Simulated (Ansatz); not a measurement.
The calculation's input:

```
crystal:
  periodic: [false, false, false]
  atoms:
    - { symbol: Ti, position_ang: [-0.143933, 0.074043, -0.013261] }
    - { symbol: O, position_ang: [-0.500973, -0.351142, 1.750012] }
    - { symbol: Si, position_ang: [-1.406361, -0.314702, 3.146134] }
    - { symbol: H, position_ang: [-2.694526, -0.996774, 2.908882] }
    - { symbol: H, position_ang: [-0.64987, -1.023545, 4.199178] }
    - { symbol: H, position_ang: [-1.642864, 1.085585, 3.549104] }
    - { symbol: F, position_ang: [1.481203, 0.593397, -0.223525] }
    - { symbol: F, position_ang: [-1.164535, 1.389303, -0.443069] }
    - { symbol: F, position_ang: [-0.53732, -1.22373, -1.069756] }
    - { symbol: Cl, position_ang: [1.86871, -2.588339, 1.255856] }
    - { symbol: H, position_ang: [1.108569, -1.842995, 2.039045] }
basis:
  gaussian: { orbitals: def2-SVP }
hamiltonian:
  xc: hf
relax:
  f_tol: 0.03
  max_steps: 50
output:
  orbitals: {}
```

Launched as:

```sh
ansatz run input.yaml --threads 4 --pin off --max-ram 5120MiB --backend cpu --events-out ev --progress --plain --runs-dir out
```

The fields are those of the run's last geometry, not of the input's.

The calculation used RHF/def2-SVP (Ansatz 0.2.0).

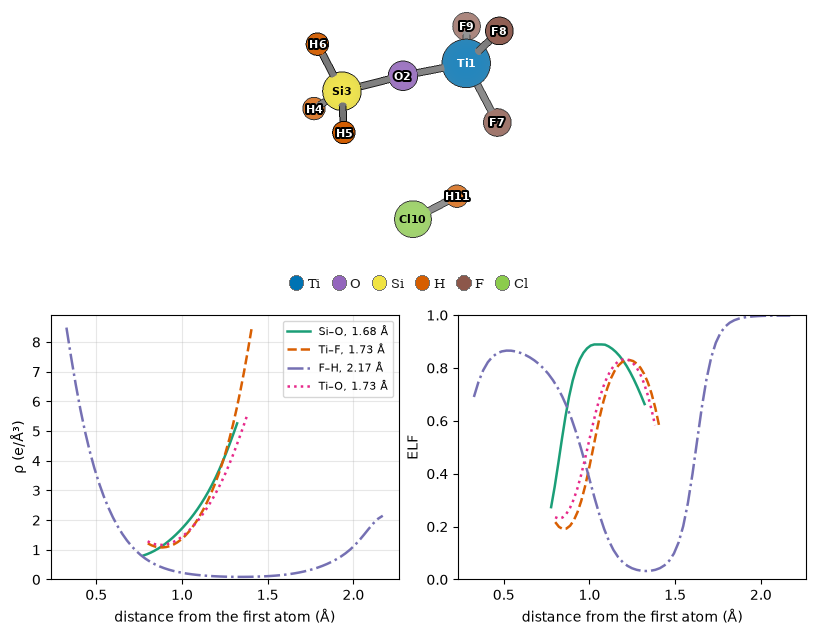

F$_{3}$H$_{3}$OSiTi···HCl. Electron density and electron localisation function along straight lines between neighbouring atoms. The curves leave out the atomic cores. The structure is drawn too.

### Compare the contacts.

Si–O (1.68 Å): ρ is about 0.97 e/Å³ halfway; the ELF peaks at about 0.90 between the atoms (a shared but strongly polarised pair).
Ti–F (1.73 Å): ρ at the midpoint is about 1.1 e/Å³; the ELF peaks at about 0.85 in the valence shell of F, 0.5 Å from its nucleus, and drops to about 0.20 between the two atoms.
F7···H11 (2.17 Å): the density falls to about 0.09 e/Å³ on the way; the ELF dips to about 0.05 between them.
Ti–O (1.73 Å): ρ is about 1.2 e/Å³ halfway; the ELF peaks at about 0.85 in the valence shell of O, 0.5 Å from its nucleus, and is about 0.25 at the midpoint.
